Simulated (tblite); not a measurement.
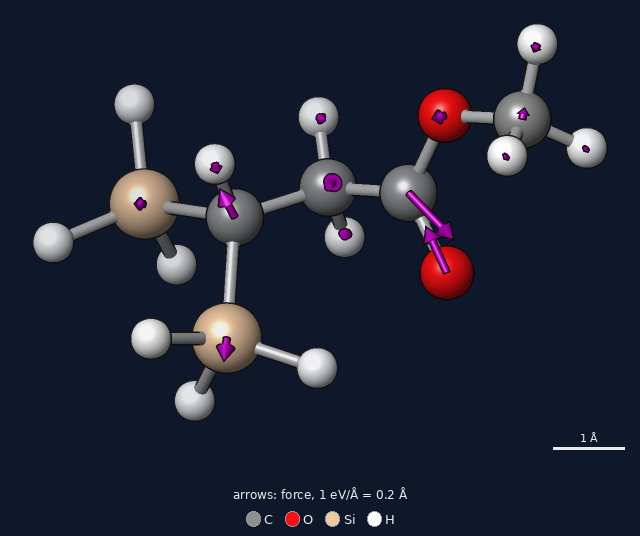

Starting geometry of C$_{4}$H$_{12}$O$_{2}$Si$_{2}$ with the computed forces as purple arrows. A ball-and-stick model, seen at a tilt.

Computed with tblite 0.8.0, GFN2-xTB geometry optimisation, gas phase. 

> What follows when this structure is relaxed?

It isn't relaxed: the largest force vector, on a C atom, is 5.05 eV/Å. The final displacements have little in common with the starting forces (cosine between the two patterns 0.11). After 181 geometry steps the energy has fallen by 0.821 eV. The atom that moves furthest after the best rigid fit is an H atom (1.69 Å). Largest moves by element: H 1.69 Å, O 1.01 Å, C 0.36 Å, Si 0.20 Å. Some distances before and after: O–Si 3.252 → 2.606 Å, C–Si 1.830 → 1.920 Å, C–O 1.272 → 1.208 Å, C–C 1.485 → 1.527 Å. Bond angles that change, for instance: O–C–C 122.6° → 112.7°, H–Si–H 112.5° → 105.6°, Si–C–Si 107.7° → 114.1°. Groups turn about C–Si by about 60°, C–C by about 45°, C–O by about 35°. The run took 2.8 s on 1 thread of Intel(R) Xeon(R) Processor @ 2.70GHz (shared host).
